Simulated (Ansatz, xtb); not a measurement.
**A ladder of methods for CH4ClFOSi (SMILES C[Si](O)(F)Cl)**

The species is CH4ClFOSi (9 atoms), meant as a singlet with charge 0. As SMILES, `C[Si](O)(F)Cl`. The shape is that of a PBE0-D4/def2-TZVP optimisation. This is one conformer, not always the lowest.

```
atom    x (Å)    y (Å)    z (Å)
   C  -1.1424  -0.1786   0.5122
  Si   0.5613   0.2184  -0.0380
   O   1.0481  -0.8866  -1.1225
   F   1.5533   0.2303   1.2062
  Cl   0.6894   2.0975  -0.8451
   H  -1.8336  -0.1419  -0.3315
   H  -1.4763   0.5347   1.2677
   H  -1.1718  -1.1823   0.9424
   H   1.8607  -0.7380  -1.6086
```

Quantity: the dipole moment, in D. The values are calculated.

| level | kind | program | value (D) | CPU time |
| --- | --- | --- | --- | --- |
| GFN2-xTB | semi-empirical | xtb | 1.62 | under 2 s |
| GFN0-xTB | semi-empirical | xtb | 1.60 | under 2 s |
| GFN1-xTB | semi-empirical | xtb | 1.33 | under 2 s |
| HF/STO-3G | Hartree–Fock | Ansatz | 1.96 | 1.5 s |
| HF/3-21G | Hartree–Fock | Ansatz | 1.67 | 1.9 s |
| HF/def2-SVP | Hartree–Fock | Ansatz | 1.16 | 5.4 s |
| SVWN5/6-311+G** | LDA | Ansatz | 1.21 | 16 s |
| B3LYP/6-31G* (spherical functions) | global hybrid | Ansatz | 1.23 | 13 s |
| B3LYP/6-31G* (Cartesian functions) | global hybrid | Ansatz | 1.22 | 15 s |
| PBE0/def2-SVP | global hybrid | Ansatz | 1.15 | 13 s |

The values span 1.15 to 1.96 D. Sets without polarisation functions give poor dipoles. Without the sets that lack polarisation functions the rows with a basis span only 1.15 to 1.23 D. CPU times are rough (shared hosts, several kinds of processor): they show what a rung costs within a factor of a few.

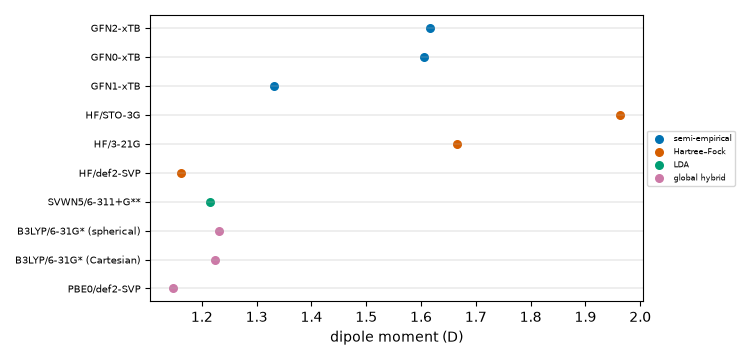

The values of the table, level by level.
